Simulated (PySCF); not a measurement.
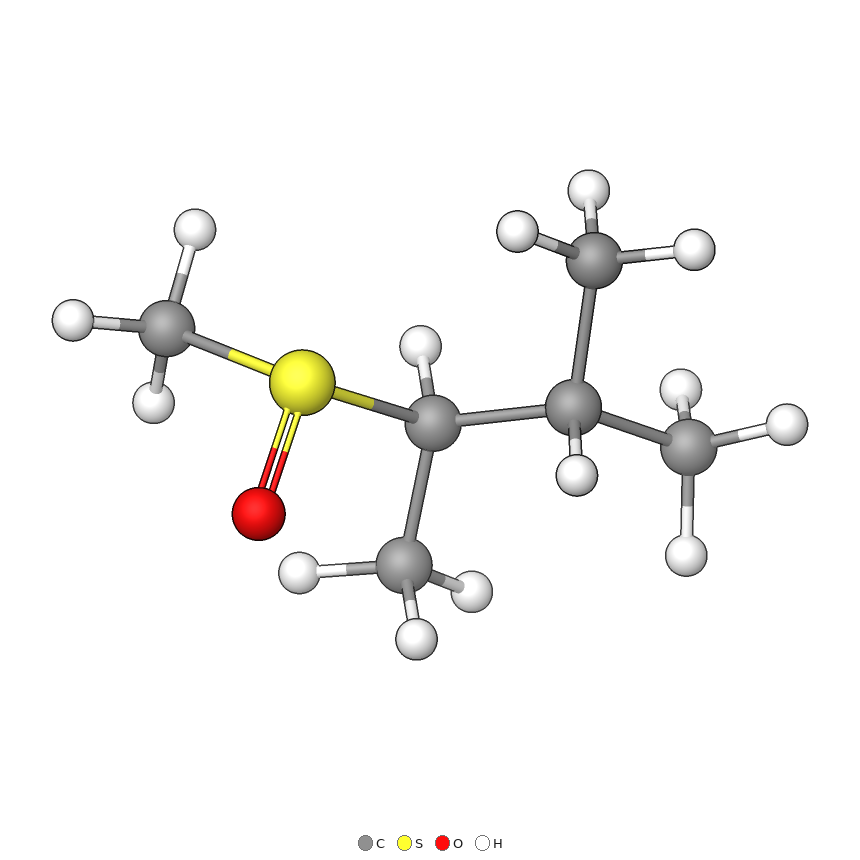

Multiple sticks mark multiple bonds (one Kekulé form).

The geometry was computed by an optimisation with GFN2-xTB. No frequency run is at hand to confirm it as a minimum.

> What is the molecular formula?

C₆H₁₄OS, 22 atoms: 6 carbon, 14 hydrogen, 1 oxygen and 1 sulfur.

> What is the point group of this geometry?

C1.

> Name functional groups in it.

Among them: sulfoxide.

> Does it have rings?

It has no ring.

> Write the SMILES.

CC(C)[C@@H](C)[S@@](C)=O

The parts below concern this one geometry. Atoms keep their numbers from picture to picture.

**Geometry**

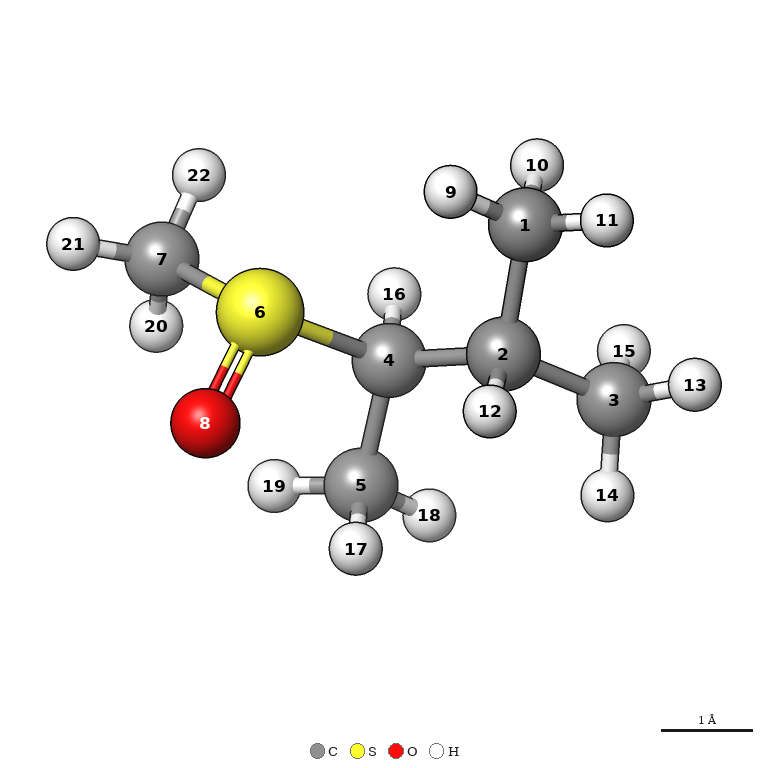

No frequency run is at hand to confirm it as a minimum.

> What is the geometry at C2?

C2 has 4 neighbours (C1 at 1.53, C3 at 1.53, C4 at 1.53, H12 at 1.10 Å); the arrangement is tetrahedral.

> How are the neighbours of atom 5 arranged?

C5 has 4 neighbours (C4 at 1.51, H17 at 1.09, H18 at 1.09, H19 at 1.09 Å); the arrangement is tetrahedral.

> How are the neighbours of atom 7 arranged?

C7 has 4 neighbours (S6 at 1.85, H20 at 1.08, H21 at 1.08, H22 at 1.08 Å); the arrangement is tetrahedral.

> Describe the coordination of atom 4.

C4 has 4 neighbours (C2 at 1.53, C5 at 1.51, S6 at 1.88, H16 at 1.09 Å); the arrangement is tetrahedral.

> What is the dihedral angle C3–C2–C4–S6?

176° in size, that is anti.

**NMR shielding**

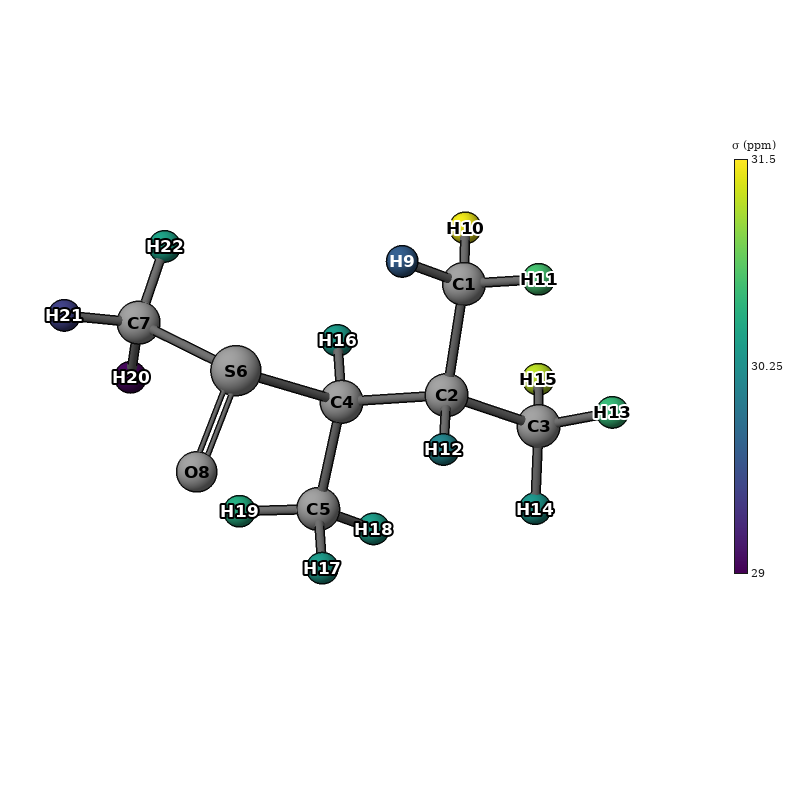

Atoms are coloured by their isotropic NMR shieldings (H only, the others grey). No frequency run is at hand to confirm it as a minimum. Method: GIAO PBE0/pcSseg-1 NMR shielding, non-relativistic, gas phase (PySCF 2.14.0).

> Which H atom is the most shielded (lowest chemical shift)?

H10 (31.43 ppm).

> Which H atom is the least shielded (highest chemical shift)?

H20 (29.05 ppm).

> How wide is the range of H shifts?

2.38 ppm.

List the isotropic NMR shieldings of the H atoms.

| atom | σ (ppm) |
| --- | --- |
| H9 | 29.75 |
| H10 | 31.43 |
| H11 | 30.76 |
| H12 | 30.15 |
| H13 | 30.67 |
| H14 | 30.31 |
| H15 | 31.24 |
| H16 | 30.36 |
| H17 | 30.36 |
| H18 | 30.38 |
| H19 | 30.55 |
| H20 | 29.05 |
| H21 | 29.49 |
| H22 | 30.44 |

**Electronic properties**

No frequency run is at hand to confirm it as a minimum. Level of theory: PBE0/pcSseg-1, gas phase (PySCF 2.14.0).

> What is the dipole moment?

3.57 D.

> Estimate the LUMO energy (Kohn–Sham orbital).

0.95 eV.

> What is the HOMO energy (Kohn–Sham orbital)?

−6.44 eV.

**Quadrupole coupling**

No frequency run is at hand to confirm it as a minimum. Electric field gradients from the ground-state density, PBE0/pcSseg-1 (PySCF 2.14.0), non-relativistic apart from any core potentials.

Give the largest field-gradient component, the quadrupole coupling constant and the asymmetry for 33S at S6 (Q = −67.81 mb), 17O at O8 (Q = −25.6 mb).

```csv
atom,V_zz (a.u.),e²qQ/h (MHz),η
S6,−2.011,32.0,0.17
O8,1.663,−10.00,0.38
```

**Charges**

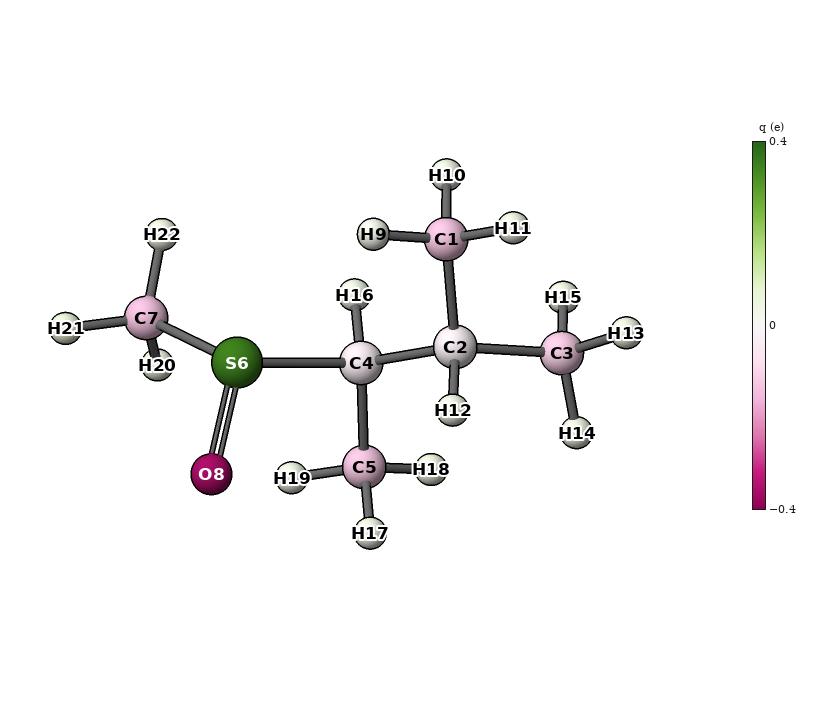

Atoms are coloured by their Hirshfeld charges. No frequency run is at hand to confirm it as a minimum. Level of theory: PBE0/pcSseg-1, gas phase (PySCF 2.14.0).

Give the Hirshfeld charges atom by atom.

```
atom  value (e)
  C1      −0.13
  C2      −0.02
  C3      −0.12
  C4      −0.03
  C5      −0.13
  S6       0.35
  C7      −0.13
  O8      −0.36
  H9       0.02
 H10       0.04
 H11       0.04
 H12       0.04
 H13       0.04
 H14       0.04
 H15       0.04
 H16       0.04
 H17       0.04
 H18       0.04
 H19       0.04
 H20       0.05
 H21       0.05
 H22       0.05
```
